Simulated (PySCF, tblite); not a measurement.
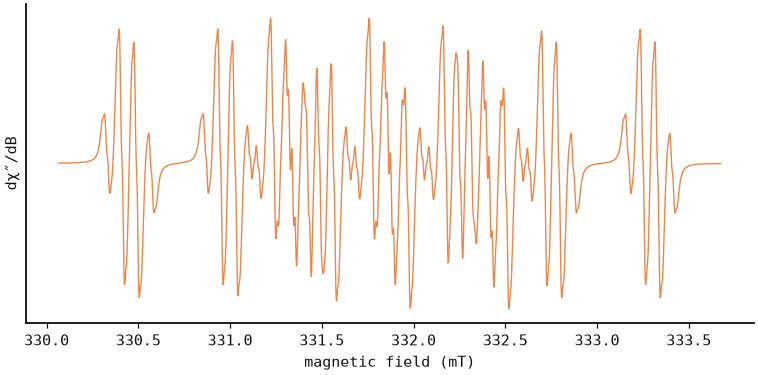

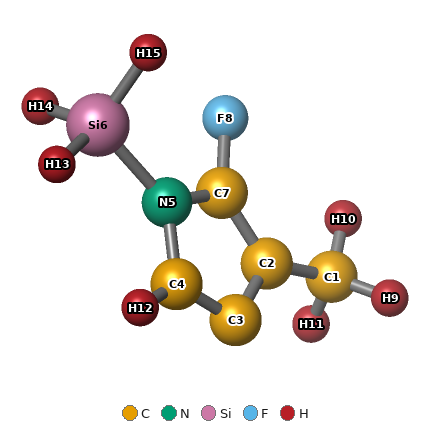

First-order isotropic EPR spectrum (fast tumbling, first derivative) of C₅H₇FNSi, SMILES Cc1[c]cn([SiH3])c1F, doublet at 9.30 GHz, Lorentzian lines of 0.03 mT full width at half height, from computed g and hyperfine couplings (B3LYP/pcH-1, PySCF 2.14.0, at a GFN2-xTB geometry (a minimum by its frequencies), gas phase); values of one conformer, averaged over methyl-type rotors alone; no vibrational averaging; dilute isotopes left out. The SMILES is one Lewis form and needn't show where the spin sits.

> Which couplings does the calculation give? The spectrum shows the sizes of those above the line width, not their signs.

```
       nuclei  isotope  a (mT)  a (MHz)
           F8      ¹⁹F    0.94     26.4
          H12       ¹H    0.83     23.1
           N5      ¹⁴N    0.54     15.1
 H9, H10, H11       ¹H   −0.08     −2.3
H13, H14, H15       ¹H    0.02      0.4
```

> What is the g value, and how wide is the spectrum?

g_iso = 2.0022, which centres the spectrum at 331.9 mT; it spans 3.1 mT.

Caveats: the tight-binding geometry is rougher than a DFT one and adds to the error.
